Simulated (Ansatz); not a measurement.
Here is a crystal structure:

```xyz
11
Lattice="5.0884 -0.7799 -0.5816 0.5464 5.4365 -0.5213 0.4242 0.1268 5.5556" Properties=species:S:1:pos:R:3 pbc="T T T"
Cd    1.8675    3.6176    2.2009
N     3.3868    0.7447    2.6946
N     4.3343    3.3617    2.4070
N     3.0903    1.0947    4.6094
O     3.5925    1.5618    0.6730
O     1.4478    0.7500    2.5285
O     5.1883    1.2868    2.2961
O     2.7279   -0.3036    1.1959
O     4.8157    2.0995    4.0102
O     3.1359    3.2441   -0.1859
Rb    0.0000    0.0000    0.0000
```

**Give a crystallographic description of this input.**

The stoichiometry is RbCdN3O6. Its symmetry is the lowest possible, P1. The atoms show no order inside the cell. In the cell are 1 Rb, 1 Cd, 3 N, 6 O, which makes 1 formula unit.

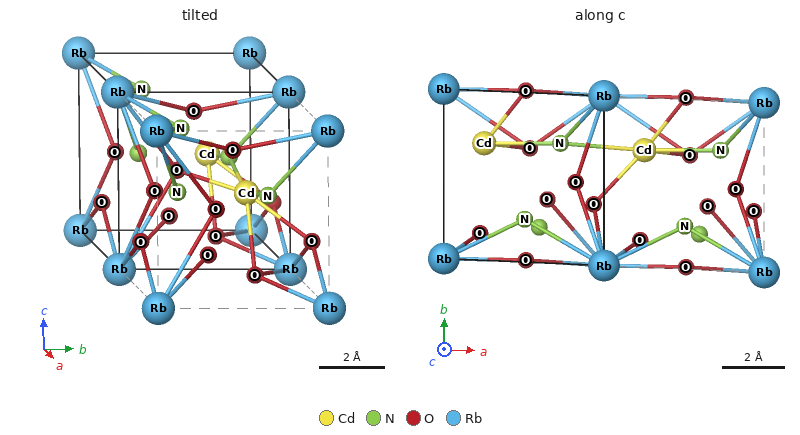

The image is a ball-and-stick drawing of a crystal, viewed slightly off an axis and along the c axis. Shown are 2×1×1 repeats of the simulation cell, one of them outlined in solid lines.

Provenance: a made-up disordered cell; not relaxed. Ansatz was used for an electronic-structure calculation on it.

At this level of theory the cell isn't at rest (forces up to 3.1 eV/Å), so its distances can differ from those at equilibrium, the more so the softer the solid.
